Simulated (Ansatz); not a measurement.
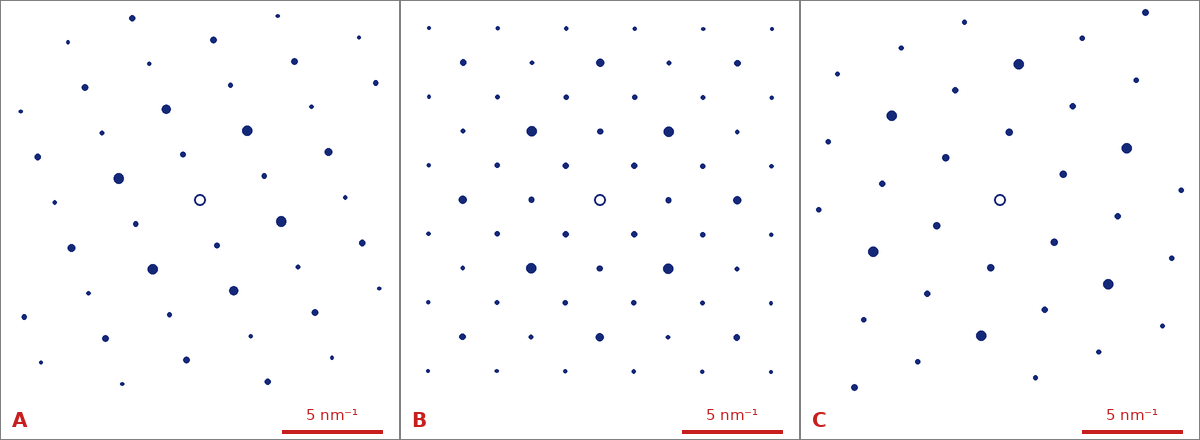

Computed electron diffraction patterns, 120 kV, single scattering only, B = 0.5 Å².

All three come from Si3Sn, space group Pm-3m (No. 221), a = 4.127 Å. Structure: the geometry relaxed with DFT LDA, scalar-relativistic, plane waves, PAW (Ansatz 0.2.0); the starting structure was generated, so it need not be a known form of this composition.

**Assign the zone axes [001], [110], [111] to A, B and C.**

A is [110]: rectangular net of 0 0 1 at d = 4.13 Å and 1 -1 0 at d = 2.92 Å, at 90.0°. B is [001]: square net of 1 0 0 at d = 4.13 Å and 0 1 0 at d = 4.13 Å, at 90.0°. C is [111]: hexagonal net of -1 1 0 at d = 2.92 Å and -1 0 1 at d = 2.92 Å, at 60.0°.
